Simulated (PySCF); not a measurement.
**Run report: Ag³⁺, atomic calculation**

- system: Ag³⁺, configuration 1s2 2s2 2p6 3s2 3p6 3d10 4s2 4p6 4d8, multiplicity 3.
- method: unrestricted MN15, ANO-RCC-VTZP, spin-free X2C-1e, Gaussian nucleus (PySCF)

## Summary

| quantity | value |
| --- | --- |
| outcome | converged |
| total energy | −5316.5445 hartree |
| ⟨S²⟩ | 2.001 |
| ⟨L²⟩ | 12.00 |
| SCF iterations | 6 |
| hardware | 1 CPU thread, shared host |
| CPU time | 3.7 s (integrals apart) |

## Input file
```python
from pyscf import gto, scf, dft, mp, cc
import basis_set_exchange as bse
mol = gto.M(atom="Ag 0 0 0", charge=3, spin=2, symmetry="D2h",
            basis=gto.basis.parse(bse.get_basis("ANO-RCC-VTZP", elements=["Ag"], fmt="nwchem")),
            nucmod="G")
mf = dft.UKS(mol, xc="MN15").sfx2c1e()
mf.irrep_nelec = {'Ag': (8, 6), 'B1g': (2, 2), 'B2g': (2, 2), 'B3g': (2, 2), 'B1u': (3, 3), 'B2u': (3, 3), 'B3u': (3, 3)}
mf.kernel()
```

The script is an equivalent of what the driver set up; the driver started from orbitals of its own, so the log can be shorter than this script's would be, and it computed the properties (radii, ⟨L²⟩, response) afterwards. It held the occupations shell by shell, which the script's counts by irreducible representation don't always enforce.

## Log (extracts)
```
damping factor = 0
level_shift factor = 0
DIIS = <class 'pyscf.scf.diis.CDIIS'>
diis_start_cycle = 1
diis_space = 10
diis_damp = 0
SCF conv_tol = 1e-09
SCF conv_tol_grad = None
number electrons alpha = 23  beta = 21
XC functionals = MN15
    H. S. Yu, X. He, S. L. Li, and D. G. Truhlar.,  Chem. Sci. 7, 5032-5051 (2016)
    H. S. Yu, X. He, S. L. Li, and D. G. Truhlar.,  Chem. Sci. 7, 5032-5051 (2016)
cycle= 1 E= -5316.54408082766  delta_E= -0.0433  |g|= 0.0683  |ddm|= 0.0959
cycle= 2 E= -5316.54440830485  delta_E= -0.000327  |g|= 0.0224  |ddm|= 0.0195
cycle= 3 E= -5316.54447270621  delta_E= -6.44e-05  |g|= 0.0141  |ddm|= 0.00962
cycle= 4 E= -5316.54449691541  delta_E= -2.42e-05  |g|= 0.000115  |ddm|= 0.00304
cycle= 5 E= -5316.54449692109  delta_E= -5.68e-09  |g|= 9.94e-06  |ddm|= 7.81e-05
cycle= 6 E= -5316.54449692115  delta_E= -5.91e-11  |g|= 5.46e-07  |ddm|= 9.37e-06
converged SCF energy = -5316.54449692115  <S^2> = 2.0005036  2S+1 = 3.0003357
```

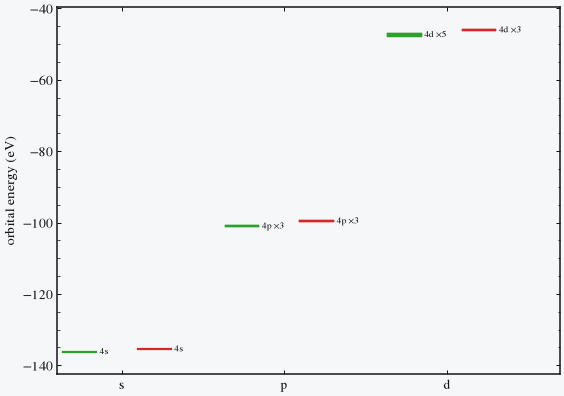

**Figure 1.** Orbital energies of the mean field, from the top down to −136.2 eV, by angular momentum, α spin at the left of each column and β at the right; ×n counts the orbitals under one label. The highest filled orbital is 4d β at −46.1 eV, the lowest empty one d β at −39.1 eV.
